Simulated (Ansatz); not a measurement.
# BLYP/STO-3G run of BH3Cl− (SMILES [H][B-]([H])([H])Cl)

What is the vertical ionisation energy of BH3Cl− at BLYP/STO-3G? 

Program for the calculation: Ansatz 0.2.0.

6 further runs of the same task are left out: 6 that didn't finish.

**1. The structure to begin with**

BH3Cl− has 5 atoms, charge -1, and is taken as a singlet. SMILES: `[H][B-]([H])([H])Cl`. Geometry: relaxed at GFN2-xTB.

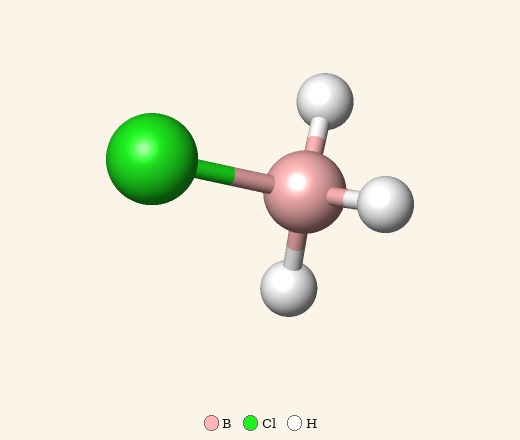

Viewed from a chosen angle; boron pink, chlorine green, hydrogen white.

**2. A single-point energy at BLYP/STO-3G**

The input, molecule.yaml:

```yaml
crystal:
  periodic: [false, false, false]
  atoms:
    - {symbol: B, position_ang: [-0.001280, 0.001630, -0.167010]}
    - {symbol: Cl, position_ang: [0.013600, -0.021140, 1.707330]}
    - {symbol: H, position_ang: [1.152300, 0.011380, -0.522240]}
    - {symbol: H, position_ang: [-0.586640, 1.005700, -0.497000]}
    - {symbol: H, position_ang: [-0.577980, -0.997580, -0.521080]}
basis:
  gaussian:
    orbitals: STO-3G
total_charge: -1
hamiltonian:
  xc: {name: BLYP}
accuracy: high
```

The run is started by

```console
$ ansatz run molecule.yaml --threads 1 --pin off --max-ram 2610MiB --events-out events.jsonl --progress --plain --runs-dir runs
```

The log of the run:

```text
Warning: RAYON_NUM_THREADS=1 ignored (pool sized by the plan → 1); use --threads N
Functional definition: BLYP
  name "BLYP"
  parameter beta = 0.0042
  parameter a = 0.04918
  parameter b = 0.132
  parameter c = 0.2533
  parameter d = 0.349
  exchange = b88_x(beta = beta)
  correlation = lyp_c(a = a, b = b, c = c, d = d)
282 factors; integrals over basis functions are off by at most 2.4e-8 eV
mean field evaluation 1: about -13099.8357 eV, gradient 1.2e1 eV
mean field evaluation 2: about -13099.9603 eV, gradient 1.1e1 eV
mean field evaluation 4: about -13100.3417 eV, gradient 6.4e-2 eV
mean field evaluation 8: about -13100.2954 eV, gradient 5.2e-4 eV
mean field -13100.29536962 eV, -481.4269751343 hartree, gradient 2.4e-8 eV, S^2 0.000000; 0 other end points of the search recorded, 0 dependent functions left out
reference -13100.29540312 eV, -481.4269763656 hartree; 13, 13 occupied and 4, 4 virtual orbitals, 282 factors
Total energy: -13100.29540312 eV, -481.4269763656 hartree
```

It took 1.1 s on 1 thread of Intel Xeon Platinum 8259CL at 2.50GHz (Skylake/Cascade Lake), shared host; peak memory 0.11 GiB.

**3. Doublet neutral BH3Cl, same level**

The input, job.yaml:

```yaml
crystal:
  periodic: [false, false, false]
  atoms:
    - symbol: B
      position_ang: [-0.001280, 0.001630, -0.167010]
    - symbol: Cl
      position_ang: [0.013600, -0.021140, 1.707330]
    - symbol: H
      position_ang: [1.152300, 0.011380, -0.522240]
    - symbol: H
      position_ang: [-0.586640, 1.005700, -0.497000]
    - symbol: H
      position_ang: [-0.577980, -0.997580, -0.521080]
basis:
  gaussian: {orbitals: STO-3G}
magnetization: {spin_polarized: true, initial_magnetization: 1}
hamiltonian: {xc: {name: BLYP}}
accuracy: high
```

The run is started by

```console
$ ansatz run job.yaml --threads 1 --pin off --max-ram 2610MiB --events-out events.jsonl --progress --plain --runs-dir runs
```

The log of the run:

```text
Warning: RAYON_NUM_THREADS=1 ignored (pool sized by the plan → 1); use --threads N
[... 9 set-up lines as earlier in the session ...]
282 factors; integrals over basis functions are off by at most 2.4e-8 eV
mean field evaluation 1: about -13098.7394 eV, gradient 4.9e0 eV
mean field evaluation 2: about -13097.6638 eV, gradient 9.3e0 eV
mean field evaluation 4: about -13098.6794 eV, gradient 5.0e0 eV
mean field evaluation 8: about -13098.9343 eV, gradient 2.3e0 eV
mean field evaluation 16: about -13098.9476 eV, gradient 1.4e-6 eV
mean field evaluation 32: about -13098.9462 eV, gradient 6.4e-9 eV
mean field -13098.94764709 eV, -481.3774472448 hartree, gradient 5.9e-8 eV, S^2 0.750943; 3 other end points of the search recorded, 0 dependent functions left out
reference -13098.94768129 eV, -481.3774485019 hartree; 13, 12 occupied and 4, 5 virtual orbitals, 282 factors
Total energy: -13098.94768129 eV, -481.3774485019 hartree
```

Run time: 9.6 s. Hardware: 1 thread of Intel Xeon Platinum 8259CL at 2.50GHz (Skylake/Cascade Lake), shared host; peak memory 0.14 GiB.

**4. What came out**

At BLYP/STO-3G:

| quantity | value |
| --- | --- |
| singlet BH3Cl−: total energy | -481.42698 Eh |
| doublet neutral BH3Cl: total energy | -481.37745 Eh |
| doublet neutral BH3Cl: ⟨S²⟩ | 0.751 |
| vertical detachment energy (to the doublet neutral) | 1.348 eV |

In words: The vertical ionisation energy comes to 1.35 eV (130 kJ/mol). In a minimal basis such a difference can be off by several eV, whatever the method.
